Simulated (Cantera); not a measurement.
Feed: 1 mol BF3, 0.094 mol H2O, 6.9 mol N2, equilibrated at 2048 K.

These are equilibrium values from Cantera (NASA tables, ideal gas, pure condensed phases), not measurements of a reactor. Candidate condensed phases: B, BN, B2O3, B3O3H3, H2O; 62 gas species. The tables' values for BF2 are old estimates; treat these amounts as uncertain. Equilibrium is a limit: real reactors are often held back by kinetics, nucleation or transport.

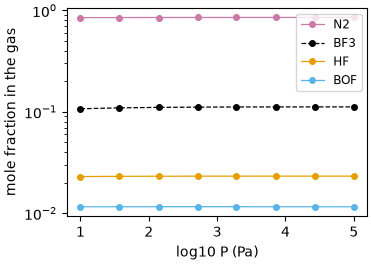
Equilibrium gas composition (values under 1e-9 drawn at 1e-9)

From 10.0 Pa to 100000 Pa nothing is condensed. The main B-bearing gas is BF3 throughout.
